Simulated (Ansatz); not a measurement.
# A computed series for InPd: response to strain

The reference is InPd in the CsCl type structure (space group Pm-3m, No. 221; relaxed with 0.1 eV smearing).

```yaml
crystal:
  lattice:
    - [3.24799, 0.00000, 0.00000]
    - [0.00000, 3.24799, 0.00000]
    - [0.00000, 0.00000, 3.24799]
  atoms:
    - { symbol: In, position: [0.50000, 0.50000, 0.50000] }
    - { symbol: Pd, position: [0.00000, 0.00000, 0.00000] }
```

Cartesian axes are those of the cell as printed.

Strains are applied to the cell and any free atomic positions relax.

The values are results of PBEsol/PAW in Ansatz (an electronic-structure program), no spin-orbit coupling, not measurements.

Notes on the quantities. energy relative to the base: free energy F.

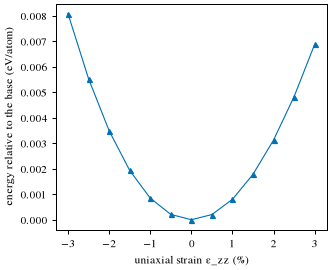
Figure: Energy relative to the base against uniaxial strain ε_zz

Question: From the plot, what is the energy relative to the base for uniaxial strain ε_zz = +0.50 %?

Answer: About 0.0002 eV/atom.

Question: Is the trend monotonic over the range shown?

Answer: No, it turns within the range, spanning 0 meV/atom to +8.1 meV/atom.

No phonon test of stability was made. The final runs are not spin-polarised.
